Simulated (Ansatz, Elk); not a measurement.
**How far do independent atoms describe MgFe4?**

The structure of MgFe4 used here is made up (a known structure type with other elements) and was relaxed beforehand with PBEsol. The aim is the Fourier transform of its all-electron density, F(hkl), set beside the sum over free spherical atoms that refinements use.

Method: DFT, PBE, all-electron APW+lo, Dirac cores, scalar-relativistic bands, static density, ferromagnetic start, in Elk 11.2.3 (patched build).

The structure was built from a prototype and need not be the compound's stable phase.

## 1. The structure

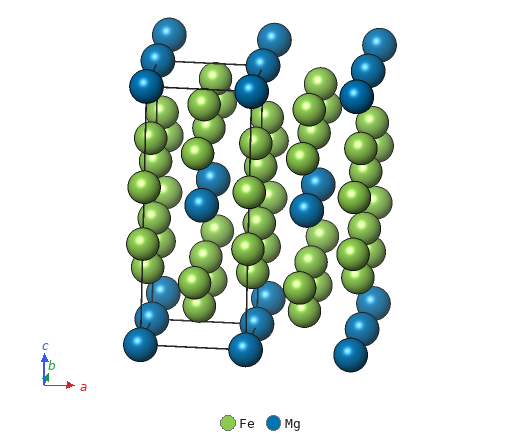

The starting structure, seen slightly off an axis (iron green, magnesium blue). 2×2×1 cells are drawn. This picture shows the conventional cell, with its axes. Some periodic images of atoms are drawn too.

## 2. Ground state and structure factors

An all-electron density is needed, since X-rays see the cores too. Task 0 finds the density and task 195 Fourier-transforms it; tshift is off so that phases refer to the origin typed.

Input file elk.in:

```
tasks
  0
  195
  196

xctype
  20

spinpol
  .true.

rgkmax
  7.0

gmaxvr
  14.0

lmaxo
  7

lmaxapw
  8

swidth
  0.002

tshift
  .false.

ramdisk
  .false.

hmaxvr
  5.5

maxscl
  120

epspot
  1e-06

reducebf
  0.8

sppath
  './'

avec
  -3.47296395997 3.47296395997 8.75704998988
  3.47296395997 -3.47296395997 8.75704998988
  3.47296395997 3.47296395997 -8.75704998988

atoms
  2
  'Fe.in'
  4
  0.6099910041 0.6099910041 -0.0000000000   0.000000 0.000000 0.000000
  0.3900089959 0.3900089959 -0.0000000000   0.000000 0.000000 0.000000
  0.2500000000 0.7500000000 0.5000000000   0.000000 0.000000 -0.065000
  0.7500000000 0.2500000000 0.5000000000   0.000000 0.000000 -0.065000
  'Mg.in'
  1
  0.0000000000 0.0000000000 0.0000000000   0.000000 0.000000 0.000000

ngridk
  7 7 7
```

Launch:

```
> OMP_NUM_THREADS=4 elk
```

Numbers of over 12 decimals in the logs are rounded to 6 here.

Log:

```text
┌─────────────────────────┐
│ Elk code version 11.2.3 │
└─────────────────────────┘

All units are atomic (Hartree, Bohr, etc.)

┌─────────────────────────────────────────────────┐
│ Ground-state run starting from atomic densities │
└─────────────────────────────────────────────────┘

Lattice vectors :
  -3.472963960       3.472963960       8.757049990
   3.472963960      -3.472963960       8.757049990
   3.472963960       3.472963960      -8.757049990

Reciprocal lattice vectors :
  0.1178740181E-16  0.9045854463      0.3587501107
  0.9045854463      0.1178740181E-16  0.3587501107
  0.9045854463      0.9045854463      0.7148495196E-17

Unit cell volume      :    422.4918866
Brillouin zone volume :   0.5871123715

Muffin-tin inner radius fraction :   0.1000000000E-01

Nuclei treated as point charges

Species : 1 (Fe)
 parameters loaded from : Fe.in
 name : iron
 nuclear charge    :   -26.00000000
 electronic charge :    26.00000000
 atomic mass :    101799.2075
 muffin-tin radius :    1.901393443
 number of radial points in muffin-tin :    993
 inner part over the whole radius :   0.9962881755E-02
 number on inner part of muffin-tin    :    696
 approximate nuclear radius :   0.7160107270E-04
 number of mesh points to nuclear radius :    337
 atomic positions (lattice), magnetic fields (Cartesian) :
  1 :  -0.39000900 -0.39000900  0.00000000    0.00000000  0.00000000  0.00000000
  2 :   0.39000900  0.39000900  0.00000000    0.00000000  0.00000000  0.00000000
  3 :   0.25000000 -0.25000000  0.50000000    0.00000000  0.00000000 -0.06500000
  4 :  -0.25000000  0.25000000  0.50000000    0.00000000  0.00000000 -0.06500000

Species : 2 (Mg)
 parameters loaded from : Mg.in
 name : magnesium
 nuclear charge    :   -12.00000000
 electronic charge :    12.00000000
 atomic mass :    44305.30466
 muffin-tin radius :    2.200000000
 number of radial points in muffin-tin :    793
 inner part over the whole radius :   0.9941530515E-02
 number on inner part of muffin-tin    :    552
 approximate nuclear radius :   0.5710277704E-04
 number of mesh points to nuclear radius :    241
 atomic positions (lattice), magnetic fields (Cartesian) :
  1 :   0.00000000  0.00000000  0.00000000    0.00000000  0.00000000  0.00000000

Total number of atoms per unit cell :    5
Total muffin-tin volume :    159.7789235
 ratio of muffin-tin to unit cell volume :   0.3781822293

Spin treatment :
 spin-polarised
 global magnetic field (Cartesian) :    0.000000000       0.000000000       0.000000000
 collinear magnetisation in z-direction

Number of Bravais lattice symmetries :   16
Number of crystal symmetries         :   16
Crystal has inversion symmetry
Real symmetric eigensolver will be used

k-point grid :      7     7     7
k-point offset :    0.000000000       0.000000000       0.000000000
k-point set is reduced with full crystal symmetry group
Total number of k-points :       40

Muffin-tin radius times maximum |G+k| :    7.000000000
 using average radius
Maximum |G+k| for APW functions       :    3.569398469
Maximum (1/2)|G+k|²                   :    6.370302713
Maximum |G| for potential and density :    14.00000000
Constant for pseudocharge density :    8
 order of it for each species :   15  15
 order of it for pair densities of each species (exact exchange by exxq0 0: 16) :    9  12
Radial integration step length :    1

G-vector grid sizes :     45    45    45
Number of G-vectors :    19507

Maximum angular momentum used for
 APW functions            :    8
 outer part of muffin-tin :    7
 inner part of muffin-tin :    2

Total nuclear charge    :   -116.0000000
Total core charge       :    42.00000000
Total valence charge    :    74.00000000
Total excess charge     :    0.000000000
Total electronic charge :    116.0000000

Effective Wigner radius, rₛ :   0.9544589578

Number of empty states         :     60
Total number of valence states :    196
Total number of core states    :     42

Third-order local-orbitals added for an l without core states : T
[...]
atom 1                    :   0.6713081171E-01
[...]
species : 2 (Mg)
[...]
total in muffin-tins        :    4.419078618
 total moment                :    4.496134993

RMS change in Kohn-Sham potential (target) :    3.169046632     (  0.1000000000E-05)
Absolute change in total energy (target)   :   0.1394510306E-01 (  0.1000000000E-03)

[... loops 3 to 24 left out ...]

┌──────────────────┐
│ Loop number : 25 │
└──────────────────┘

Energies :
 Fermi                       :     0.335443
 sum of occupied eigenvalues :     -3047.8376876302
 electron kinetic            :      5361.2148145508
 core electron kinetic       :      4734.0094292532
 Coulomb                     :     -10412.425437291
 Coulomb potential           :     -8097.3361329269
 nuclear-nuclear             :     -860.90270896558
 electron-nuclear            :     -11033.224645133
 Hartree                     :      1481.7019168066
 Madelung                    :     -6363.7573708280
 xc potential                :     -311.63644815259
 xc effective B-field        :    -0.79920028845632E-01
 external B-field            :      0.000000
 exchange                    :     -234.89778323626
 correlation                 :     -5.307342
 electron entropic           :    -0.18410541493166E-02
 total energy                :     -5291.4175895062
 (external B-field energy excluded from total)

Density of states at Fermi energy :    138.1085161
 (states/Hartree/unit cell)

Estimated indirect band gap :   0.1516552677E-03
 from k-point 15 to k-point 9
Estimated direct band gap   :   0.1919327755E-02
 at k-point 38

Charges :
 core                        :    42.00000000
 valence                     :    74.00000000
 interstitial                :    9.760928984
 muffin-tins (core leakage)
  species : 1 (Fe)
[...]
species : 2 (Mg)
[...]
total in muffin-tins        :    106.2390710
 total calculated charge     :    115.9997749
 total charge                :    116.0000000
 error                       :   0.2250592476E-03

Moments :
 interstitial                :   0.7754089275E-02
 muffin-tins
  species : 1 (Fe)
[...]
species : 2 (Mg)
[...]
total in muffin-tins        :    2.889149386
 total moment                :    2.896903475

RMS change in Kohn-Sham potential (target) :   0.6269203163E-06 (  0.1000000000E-05)
Absolute change in total energy (target)   :   0.5155356666E-04 (  0.1000000000E-03)

Convergence targets achieved

┌──────────────────┐
│ Loop number : 26 │
└──────────────────┘

Energies :
 Fermi                       :     0.335443
 sum of occupied eigenvalues :     -3047.8376782888
 electron kinetic            :      5361.2147980801
 core electron kinetic       :      4734.0094152038
 Coulomb                     :     -10412.425442169
 Coulomb potential           :     -8097.3361250015
 nuclear-nuclear             :     -860.90270896558
 electron-nuclear            :     -11033.224663023
 Hartree                     :      1481.7019298196
 Madelung                    :     -6363.7573796681
 xc potential                :     -311.63642733225
 xc effective B-field        :    -0.79919048671342E-01
 external B-field            :      0.000000
 exchange                    :     -234.89778322339
 correlation                 :     -5.307343
 electron entropic           :    -0.18411317591660E-02
 total energy                :     -5291.4176109900
 (external B-field energy excluded from total)

Density of states at Fermi energy :    138.1157126
 (states/Hartree/unit cell)

Estimated indirect band gap :   0.1508566160E-03
 from k-point 15 to k-point 9
Estimated direct band gap   :   0.1917728616E-02
 at k-point 38

Charges :
 core                        :    42.00000000
 valence                     :    74.00000000
 interstitial                :    9.760928127
 muffin-tins (core leakage)
  species : 1 (Fe)
[...]
atom 3                    :    23.87699650     ( -0.2118802129E-06)
   atom 4                    :    23.87699650     ( -0.2118802129E-06)
  species : 2 (Mg)
   atom 1                    :    10.54597132     ( -0.9828258696E-07)
 total in muffin-tins        :    106.2390719
 total calculated charge     :    115.9997749
 total charge                :    116.0000000
 error                       :   0.2250620644E-03

Moments :
 interstitial                :   0.7745405841E-02
 muffin-tins
  species : 1 (Fe)
[...]
atom 3                    :    1.247256921
   atom 4                    :    1.247256921
  species : 2 (Mg)
   atom 1                    :  -0.1923343359E-01
 total in muffin-tins        :    2.889250654
 total moment                :    2.896996060

┌──────────────────────────────┐
│ Self-consistent loop stopped │
└──────────────────────────────┘

Wrote STATE.OUT
```

Run time: 7.6 min. Hardware: 4 threads of Arm Neoverse V2, shared host; peak memory 0.47 GiB.

SFACRHO.OUT:

```text

h k l indices transformed by vhmat matrix:
   1.000000000       0.000000000       0.000000000    
   0.000000000       1.000000000       0.000000000    
   0.000000000       0.000000000       1.000000000    

      h      k      l  multipl.   |H|            Re(F)            Im(F)           |F|

      0      0      0      1   0.0000000       116.00000      0.32328508E-16   116.00000    
     -1     -1      1      2  0.71750022      -28.071746      0.49625699E-14   28.071746    
      1      0     -1      8  0.97312716      -24.615362      0.38310376E-17   24.615362    
      1     -1      0      4   1.2792770       8.7804728      0.97009502E-15   8.7804728    
     -1     -2      2      8   1.4059124       27.462930      0.11679285E-13   27.462930    
     -2     -2      2      2   1.4350004       11.139873     -0.90678996E-14   11.139873    
      1      1      0      8   1.4667502       54.113450     -0.17967191E-13   54.113450    
     -1      1     -1      4   1.8091709       77.652742      0.19258974E-13   77.652742    
      3      1     -2      8   1.9224401      -57.743737      0.67007625E-14   57.743737    
      0     -2      0      8   1.9462543      -19.723455     -0.14998373E-13   19.723455    
     -3     -2      2      8   2.0089340       38.704094      0.29322833E-13   38.704094    
      2     -1     -1     16   2.0542823      -17.814959      0.29138798E-14   17.814959    
      3      3     -3      2   2.1525007      -41.431090      0.73893307E-13   41.431090    
      1      2      0     16   2.2912200       21.412240     -0.11735401E-13   21.412240    
     -3     -1      3      8   2.3091829       9.0442474      0.23178545E-14   9.0442474    
     -2     -4      3      8   2.5039586       19.891666     -0.11353750E-13   19.891666    
      0      0     -2      4   2.5585540       63.129192      0.32179840E-13   63.129192    
     -1     -1     -1      8   2.6572552      -16.193531     -0.28049647E-13   16.193531
```

Elk indexes on the primitive cell of elk.in and gives |H| = 4π sin θ/λ in inverse bohr. Below, one row stands for each form hkl of the conventional cell (m members, Friedel mates merged), F is for one primitive cell and the density is static (no thermal factor). Free-atom factors are Waasmaier and Kirfel's, and R is Σm||F|−|F'||/Σm|F|.

```
hkl   m  sin θ/λ (Å⁻¹)  abs F, DFT  neutral atoms   diff.
002   2          0.108      28.072         27.700  +0.372
101   8          0.146      24.615         24.274  +0.341
110   4          0.192       8.780          8.844  -0.063
103   8          0.211      27.463         27.515  -0.052
004   2          0.216      11.140         11.265  -0.125
112   8          0.221      54.114         54.405  -0.292
200   4          0.272      77.653         78.339  -0.686
114   8          0.289      57.744         58.365  -0.622
202   8          0.293      19.724         20.046  -0.322
105   8          0.302      38.704         39.141  -0.437
211  16          0.309      17.815         18.040  -0.224
006   2          0.324      41.431         42.038  -0.607
213  16          0.345      21.412         21.705  -0.293
204   8          0.347       9.044          9.003  +0.041
116   8          0.377      19.892         19.915  -0.023
220   4          0.385      63.129         63.383  -0.254
222   8          0.400      16.194         16.311  -0.117
107   8          0.401       2.647          2.729  -0.083
```

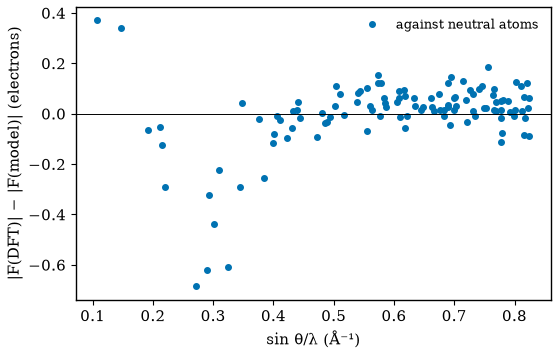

Difference between the calculated structure factors and the independent-atom ones.

## 3. The magnetisation density

The same run holds the spin density, and task 196 transforms it. The order is that of the start, and no other was tried.

SFACMAG_1.OUT:

```text

h k l indices transformed by vhmat matrix:
   1.000000000       0.000000000       0.000000000    
   0.000000000       1.000000000       0.000000000    
   0.000000000       0.000000000       1.000000000    

      h      k      l  multipl.   |H|            Re(F)            Im(F)           |F|

      0      0      0      1   0.0000000       2.8969962      0.48254972E-17   2.8969962    
     -1     -1      1      2  0.71750022      -2.2547984      0.22282723E-15   2.2547984    
      1      0     -1      8  0.97312716     -0.28166790     -0.24524321E-18  0.28166790    
      1     -1      0      4   1.2792770      -1.6126511      0.80262025E-17   1.6126511    
     -1     -2      2      8   1.4059124      0.10799497      0.18470134E-15  0.10799497    
     -2     -2      2      2   1.4350004       1.4626678     -0.47352163E-15   1.4626678    
      1      1      0      8   1.4667502       1.8345275     -0.79565081E-15   1.8345275    
     -1      1     -1      4   1.8091709       1.5502114      0.77524570E-15   1.5502114    
      3      1     -2      8   1.9224401      -1.6433585      0.25712383E-15   1.6433585    
      0     -2      0      8   1.9462543      -1.2428928     -0.56862370E-15   1.2428928    
     -3     -2      2      8   2.0089340      0.37754860      0.27407768E-15  0.37754860    
      2     -1     -1     16   2.0542823     -0.13406376      0.26491407E-18  0.13406376    
      3      3     -3      2   2.1525007      -1.4934283      0.21019536E-14   1.4934283    
      1      2      0     16   2.2912200      0.11465224     -0.27685851E-15  0.11465224    
     -3     -1      3      8   2.3091829      0.81735306      0.75467970E-16  0.81735306    
     -2     -4      3      8   2.5039586      0.79182738      0.29047445E-15  0.79182738
```

The total moment is 2.90 μB a cell; sphere moments: Fe1 +0.21, Fe2 +0.21, Fe3 +1.25, Fe4 +1.25, Mg5 -0.02 μB. Polarised neutrons measure spin and orbital magnetisation together; without spin-orbit coupling the run gives the spin part:

```
hkl  sin θ/λ (Å⁻¹)  abs F_M (μB)
002          0.108         2.255
101          0.146         0.282
110          0.192         1.613
103          0.211         0.108
004          0.216         1.463
112          0.221         1.835
200          0.272         1.550
114          0.289         1.643
202          0.293         1.243
105          0.302         0.378
211          0.309         0.134
006          0.324         1.493
213          0.345         0.115
204          0.347         0.817
```

(Continued in part 2 of 2.)

[Logs are printed without paths, hosts, clocks, repeated set-up lines and the standing remarks that a program may print on its own settings, such as how far it seeks lower states.]

[Hosts, paths, dates, database ids (printed as entryN), source tags and the programs' standing remarks are cut or masked in the printed files.]
